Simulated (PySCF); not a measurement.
# PbCl2(NH3): how settings move a single point

Aim: repeat the single point on relaxed PbCl2(NH3) with altered settings, some of them bad on purpose. The species was built from a template and needn't be a known compound.

Program: PySCF 2.14.0. Level of theory: PBE, Pb def2-SVP with ECP60, Cl def2-SVP, N def2-SVP, H def2-SVP; scalar-relativistic core potentials, no spin–orbit coupling. These are calculated values, not measurements.

3 further runs of the same task are left out: 2 for a known fault of the program, 1 that didn't finish. Runs told in other sessions of the task aren't counted.

## 1. The starting structure

7 atoms, charge 0, spin multiplicity 1.

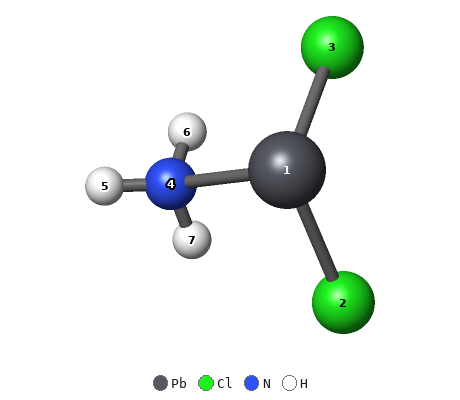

The structure; lead dark grey, chlorine green, nitrogen blue, hydrogen white; atoms are numbered from 1 in the order of the file.

Geometry (Å):

```xyz
7

Pb   -0.0036   -0.0062    1.1372
Cl    1.8082   -0.8146   -0.4809
Cl   -1.6096    1.1587   -0.4809
N    -1.1635   -2.0152    0.1375
H    -1.6175   -2.8015    0.6196
H    -1.8494   -1.5338   -0.4662
H    -0.4037   -2.3685   -0.4662
```

Formal oxidation states: Pb +2. An earlier session relaxed this geometry at PBE, Pb def2-SVP with ECP60, Cl def2-SVP, N def2-SVP, H def2-SVP (singlet, point group Cs).

The sound run used a (50, 194) grid (finer on f atoms), a threshold of 1e-8 and at most 55 cycles, and ended at -1169.221504 Eh.

## 2. Altered run 1

Contents of run.py (the lines that set the calculation):

```python
mol = gto.M(atom='''
Pb    -0.00377    -0.00653     1.19401
Cl     1.89861    -0.85536    -0.50496
Cl    -1.69004     1.21660    -0.50496
N     -1.22166    -2.11593     0.14434
H     -1.69835    -2.94157     0.65053
H     -1.94186    -1.61052    -0.48949
H     -0.42388    -2.48695    -0.48949''',
    basis={'Pb': 'def2-SVP', 'Cl': 'def2-SVP', 'N': 'def2-SVP', 'H': 'def2-SVP'},
    ecp={'Pb': 'def2-SVP'},
    charge=0, spin=0)
mf = dft.RKS(mol, xc='PBE')
mf.grids.atom_grid = (50, 194)
mf = mf.density_fit()  # fitting sets: Pb def2-universal-JKFIT, Cl def2-universal-JKFIT, N def2-universal-JKFIT, H def2-universal-JKFIT
mf.conv_tol = 1e-08; mf.max_cycle = 55
mf.kernel(dm0)  # dm0: free metal ions and neutral atoms
```

Command:

```console
$ OMP_NUM_THREADS=2 python run.py
```

What it wrote:

```text
init E= -1193.99455192112
  HOMO = -0.083232533100015  LUMO = -0.0745566921091537  gap/eV = 0.23608
cycle= 1 E= -1164.90887183882  delta_E= 29.1  |g|= 3.49  |ddm|= 5.19
  HOMO = -0.00630557993990567  LUMO = -0.000335745457023098  gap/eV = 0.16245
cycle= 2 E= -1119.04262377776  delta_E= 45.9  |g|= 10.6  |ddm|= 21.8
  HOMO = -0.226077344258783  LUMO = -0.0368656955239465  gap/eV = 5.14871
cycle= 3 E= -1167.92202616982  delta_E= -48.9  |g|= 1.99  |ddm|= 19.9
  HOMO = -0.18492968645723  LUMO = -0.0181619897885934  gap/eV = 4.53798
cycle= 4 E= -1169.10352245084  delta_E= -1.18  |g|= 0.59  |ddm|= 3.44
  HOMO = -0.225348179853154  LUMO = -0.10270762019011  gap/eV = 3.33722
cycle= 5 E= -1169.19656676181  delta_E= -0.093  |g|=  0.2  |ddm|= 1.44
  HOMO = -0.214471038612132  LUMO = -0.0927177598712806  gap/eV = 3.31308
cycle= 6 E= -1169.20608098089  delta_E= -0.00951  |g|= 0.107  |ddm|= 0.33
  HOMO = -0.219817498523265  LUMO = -0.0906092644859906  gap/eV = 3.51594
cycle= 7 E= -1169.20908856602  delta_E= -0.00301  |g|= 0.0319  |ddm|= 0.121
  HOMO = -0.221583019915277  LUMO = -0.0908751693844777  gap/eV = 3.55674
cycle= 8 E= -1169.20934168959  delta_E= -0.000253  |g|= 0.0104  |ddm|= 0.0414
  HOMO = -0.221702003459214  LUMO = -0.0902658904459142  gap/eV = 3.57656
cycle= 9 E= -1169.20937131559  delta_E= -2.96e-05  |g|= 0.00101  |ddm|= 0.0122
  HOMO = -0.221609378404223  LUMO = -0.0903417691085149  gap/eV = 3.57197
cycle= 10 E= -1169.20937171384  delta_E= -3.98e-07  |g|= 0.000285  |ddm|= 0.00204
  HOMO = -0.221618944185593  LUMO = -0.0903406819238575  gap/eV = 3.57226
cycle= 11 E= -1169.20937173414  delta_E= -2.03e-08  |g|= 0.000177  |ddm|= 0.000626
  HOMO = -0.221625761795276  LUMO = -0.0903375575769646  gap/eV = 3.57253
cycle= 12 E= -1169.209371746  delta_E= -1.19e-08  |g|= 2.66e-05  |ddm|= 0.000297
  HOMO = -0.221626197999544  LUMO = -0.0903370360490175  gap/eV = 3.57256
cycle= 13 E= -1169.20937174625  delta_E= -2.51e-10  |g|= 3.6e-06  |ddm|= 4.47e-05
  HOMO = -0.221625525504746  LUMO = -0.0903370705647397  gap/eV = 3.57254
Extra cycle  E= -1169.20937174626  delta_E= -9.09e-12  |g|= 5.42e-06  |ddm|= 1.26e-05
converged SCF energy = -1169.20937174626
```

Wall time 3.9 s (2 threads of Arm Neoverse V1, shared host).

Changed: the scale of all coordinates (1.05). It converges in 13 cycles, +0.330 eV from the sound run, with a largest force component of 1.49 eV/Å. The setting is unsound, so these numbers aren't the compound's.

## 3. Altered run 2

Contents of run.py (the lines that set the calculation):

```python
mol = gto.M(atom='''
Pb    -0.00359    -0.00622     1.13716
Cl     1.80820    -0.81463    -0.48091
Cl    -1.60956     1.15866    -0.48091
N     -1.16349    -2.01517     0.13747
H     -1.61748    -2.80149     0.61955
H     -1.84939    -1.53383    -0.46618
H     -0.40369    -2.36852    -0.46618''',
    basis={'Pb': 'def2-SVP', 'Cl': 'def2-SVP', 'N': 'def2-SVP', 'H': 'def2-SVP'},
    ecp={'Pb': 'def2-SVP'},
    charge=0, spin=0)
mf = dft.RKS(mol, xc='PBE')
mf.grids.atom_grid = (50, 194)
mf = mf.density_fit()  # fitting sets: Pb def2-universal-JKFIT, Cl def2-universal-JKFIT, N def2-universal-JKFIT, H def2-universal-JKFIT
mf.conv_tol = 1e-08; mf.max_cycle = 55
mf.kernel(dm0)  # dm0: smeared density
```

Command:

```console
$ OMP_NUM_THREADS=2 python run.py
```

What it wrote:

```text
init E= -1169.16145916992
  HOMO = -0.234604297717003  LUMO = -0.0711405642802275  gap/eV = 4.44807
cycle= 1 E= -1169.21849199497  delta_E= -0.057  |g|= 0.0846  |ddm|= 0.276
  HOMO = -0.210902707516824  LUMO = -0.0811580197030845  gap/eV = 3.53053
cycle= 2 E= -1169.20794038054  delta_E= 0.0106  |g|= 0.192  |ddm|= 0.425
  HOMO = -0.224581870030352  LUMO = -0.0742730145240902  gap/eV = 4.09011
cycle= 3 E= -1169.22147644133  delta_E= -0.0135  |g|= 0.00895  |ddm|= 0.275
  HOMO = -0.225310882827761  LUMO = -0.0743813223545608  gap/eV = 4.10700
cycle= 4 E= -1169.221497431  delta_E= -2.1e-05  |g|= 0.00493  |ddm|= 0.0145
  HOMO = -0.225390185383428  LUMO = -0.074238975837403  gap/eV = 4.11303
cycle= 5 E= -1169.22150307192  delta_E= -5.64e-06  |g|= 0.00154  |ddm|= 0.00513
  HOMO = -0.225366273898437  LUMO = -0.0741702763603562  gap/eV = 4.11425
cycle= 6 E= -1169.22150369653  delta_E= -6.25e-07  |g|= 9.87e-05  |ddm|= 0.00178
  HOMO = -0.225375389749124  LUMO = -0.0741812944240148  gap/eV = 4.11420
cycle= 7 E= -1169.22150369928  delta_E= -2.76e-09  |g|= 2.81e-05  |ddm|= 0.000201
  HOMO = -0.225373822573562  LUMO = -0.0741803741641468  gap/eV = 4.11418
Extra cycle  E= -1169.22150369909  delta_E= 1.97e-10  |g|= 3.93e-05  |ddm|= 9.52e-05
converged SCF energy = -1169.22150369909
```

Run time: 2.9 s. Hardware: 2 threads of Arm Neoverse V1, shared host.

Changed: the starting guess (smeared density). It converges in 7 cycles, at the sound run's energy within 0.001 eV, with a largest force component of 0.01 eV/Å. The result survives the change.

## 4. Altered run 3

run.py (the lines that set the calculation), as its differences from that of step 3:

```diff
@@ -14,3 +14,3 @@
 mf = mf.density_fit()  # fitting sets: Pb def2-universal-JKFIT, Cl def2-universal-JKFIT, N def2-universal-JKFIT, H def2-universal-JKFIT
-mf.conv_tol = 1e-08; mf.max_cycle = 55
-mf.kernel(dm0)  # dm0: smeared density
+mf.conv_tol = 1e-08; mf.max_cycle = 97
+mf.kernel(dm0)  # dm0: core Hamiltonian
```

Command:

```console
$ OMP_NUM_THREADS=2 python run.py
```

What it wrote:

```text
init E= -1139.8326472025
  HOMO = 0.220710967314742  LUMO = 0.251127582068867  gap/eV = 0.82768
cycle= 1 E= -1003.39081801707  delta_E=  136  |g|= 15.4  |ddm|= 53.2
  HOMO = -2.52872708147  LUMO = -2.49856523449369  gap/eV = 0.82075
cycle= 2 E= -1136.54338500296  delta_E= -133  |g|= 6.96  |ddm|= 52.9
  HOMO = -0.0576787315228984  LUMO = 0.0287253732987687  gap/eV = 2.35118
cycle= 3 E= -1135.97500476389  delta_E= 0.568  |g|= 8.73  |ddm|= 19.5
  HOMO = -0.0407702514584756  LUMO = 0.0604508921885007  gap/eV = 2.75437
cycle= 4 E= -1168.01056345351  delta_E=  -32  |g|= 1.98  |ddm|= 11.4
  HOMO = -0.0735135862070151  LUMO = -0.0708692802608216  gap/eV = 0.07196
cycle= 5 E= -1161.56328122486  delta_E= 6.45  |g|= 3.98  |ddm|= 9.32
  HOMO = -0.217620689709448  LUMO = -0.075578807466304  gap/eV = 3.86516
cycle= 6 E= -1169.15098554102  delta_E= -7.59  |g|= 0.504  |ddm|=  8.3
  HOMO = -0.197897379750934  LUMO = -0.0755102576293343  gap/eV = 3.33032
cycle= 7 E= -1169.16154875668  delta_E= -0.0106  |g|= 0.466  |ddm|= 0.84
  HOMO = -0.221285740382676  LUMO = -0.0759117167694771  gap/eV = 3.95583
cycle= 8 E= -1169.21357603453  delta_E= -0.052  |g|= 0.178  |ddm|= 0.599
  HOMO = -0.224744888499386  LUMO = -0.07310773496855  gap/eV = 4.12626
cycle= 9 E= -1169.22115564832  delta_E= -0.00758  |g|= 0.0312  |ddm|= 0.159
  HOMO = -0.225586836741756  LUMO = -0.0740781675630597  gap/eV = 4.12276
cycle= 10 E= -1169.22148679947  delta_E= -0.000331  |g|= 0.00762  |ddm|= 0.0583
  HOMO = -0.225502720266174  LUMO = -0.0743134602148248  gap/eV = 4.11407
cycle= 11 E= -1169.22150288498  delta_E= -1.61e-05  |g|= 0.00171  |ddm|= 0.0111
  HOMO = -0.225365269951458  LUMO = -0.0741798705769438  gap/eV = 4.11396
cycle= 12 E= -1169.22150368996  delta_E= -8.05e-07  |g|= 0.000176  |ddm|= 0.00248
  HOMO = -0.225374055478772  LUMO = -0.0741803617636213  gap/eV = 4.11419
cycle= 13 E= -1169.22150369737  delta_E= -7.42e-09  |g|= 7.41e-05  |ddm|= 0.000351
  HOMO = -0.225377052281713  LUMO = -0.0741805288578093  gap/eV = 4.11427
Extra cycle  E= -1169.2215036939  delta_E= 3.48e-09  |g|= 0.000125  |ddm|= 0.000333
converged SCF energy = -1169.2215036939
```

Run time: 4.1 s. Hardware: 2 threads of Arm Neoverse V1, shared host.

Changed: the starting guess (bare core Hamiltonian); the cycle limit is 97. It converges in 13 cycles, at the sound run's energy within 0.001 eV, with a largest force component of 0.01 eV/Å. The result survives the change.

## 5. Altered run 4

run.py (the lines that set the calculation), as its differences from that of step 4:

```diff
@@ -12,5 +12,5 @@
 mf = dft.RKS(mol, xc='PBE')
-mf.grids.atom_grid = (50, 194)
+mf.grids.atom_grid = (99, 590)
 mf = mf.density_fit()  # fitting sets: Pb def2-universal-JKFIT, Cl def2-universal-JKFIT, N def2-universal-JKFIT, H def2-universal-JKFIT
-mf.conv_tol = 1e-08; mf.max_cycle = 97
-mf.kernel(dm0)  # dm0: core Hamiltonian
+mf.conv_tol = 1e-08; mf.max_cycle = 55
+mf.kernel(dm0)  # dm0: free metal ions and neutral atoms
```

Command:

```console
$ OMP_NUM_THREADS=2 python run.py
```

What it wrote:

```text
init E= -1194.1503577223
  HOMO = -0.0898461655818781  LUMO = -0.0763715214087185  gap/eV = 0.36666
cycle= 1 E= -1165.53519819581  delta_E= 28.6  |g|= 3.38  |ddm|=  5.1
  HOMO = -0.0282648260510233  LUMO = -0.0198317575962507  gap/eV = 0.22948
cycle= 2 E= -1146.31232336745  delta_E= 19.2  |g|=   10  |ddm|= 16.3
  HOMO = -0.196478660712174  LUMO = -0.0166181234635932  gap/eV = 4.89425
cycle= 3 E= -1167.75727974876  delta_E= -21.4  |g|= 2.09  |ddm|= 14.1
  HOMO = -0.186417607453075  LUMO = -0.0161953235006397  gap/eV = 4.63198
cycle= 4 E= -1169.15874860257  delta_E= -1.4  |g|= 0.457  |ddm|= 3.47
  HOMO = -0.234310834529975  LUMO = -0.0912758778456214  gap/eV = 3.89218
cycle= 5 E= -1169.19923204106  delta_E= -0.0405  |g|= 0.272  |ddm|= 1.27
  HOMO = -0.222260914839399  LUMO = -0.0796895174213902  gap/eV = 3.87957
cycle= 6 E= -1169.21522494528  delta_E= -0.016  |g|= 0.156  |ddm|= 0.43
  HOMO = -0.223817130047668  LUMO = -0.074566064839146  gap/eV = 4.06133
cycle= 7 E= -1169.22126891332  delta_E= -0.00604  |g|= 0.0224  |ddm|= 0.149
  HOMO = -0.225540902463113  LUMO = -0.0745571926816823  gap/eV = 4.10848
cycle= 8 E= -1169.22141721642  delta_E= -0.000148  |g|= 0.00767  |ddm|= 0.0379
  HOMO = -0.225423732868949  LUMO = -0.0741312275659143  gap/eV = 4.11688
cycle= 9 E= -1169.22143331726  delta_E= -1.61e-05  |g|= 0.000896  |ddm|= 0.00942
  HOMO = -0.225362167077097  LUMO = -0.0741852368902848  gap/eV = 4.11373
cycle= 10 E= -1169.22143360459  delta_E= -2.87e-07  |g|= 0.000169  |ddm|= 0.00161
  HOMO = -0.225372574282946  LUMO = -0.0741822962168781  gap/eV = 4.11410
cycle= 11 E= -1169.22143361528  delta_E= -1.07e-08  |g|= 4.34e-05  |ddm|= 0.000302
  HOMO = -0.225374373926121  LUMO = -0.0741804208022597  gap/eV = 4.11420
cycle= 12 E= -1169.22143361597  delta_E= -6.94e-10  |g|= 6.54e-06  |ddm|= 7.59e-05
  HOMO = -0.225373585062388  LUMO = -0.0741805045280754  gap/eV = 4.11417
Extra cycle  E= -1169.22143361596  delta_E= 1.18e-11  |g|= 8.85e-06  |ddm|= 2.01e-05
converged SCF energy = -1169.22143361596
```

It took 9.8 s on 2 threads of Arm Neoverse V1, shared host.

Changed: the integration grid, to (99, 590). It converges in 12 cycles, +0.002 eV from the sound run, with a largest force component of 0.01 eV/Å. The result survives the change.

## 6. Side by side

| run | changed | ending | energy change (eV) | cycles | time | usable |
| --- | --- | --- | --- | --- | --- | --- |
| 1 | the scale of all coordinates | converged | +0.330 | 13 | 3.9 s | no |
| 2 | the starting guess | converged | 0.000 | 7 | 2.9 s | yes |
| 3 | the starting guess | converged | 0.000 | 13 | 4.1 s | yes |
| 4 | the integration grid | converged | +0.002 | 12 | 9.8 s | yes |

3 of 4 altered runs give a usable result. 1 ended normally with numbers unfit to quote.
